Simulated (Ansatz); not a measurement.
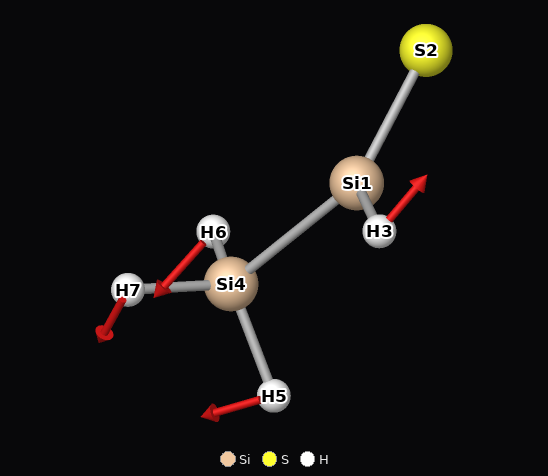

The arrows show one normal mode. Harmonic vibrations computed with RKS PBE0-D4/def2-TZVP (Ansatz 0.2.0) at a stationary point of the same level.

Q: What kind of motion is it?

A: Mostly angle bending.

Q: At what wavenumber does it lie?

A: 870 cm⁻¹; it is mode 9 of 15 counted from the lowest.
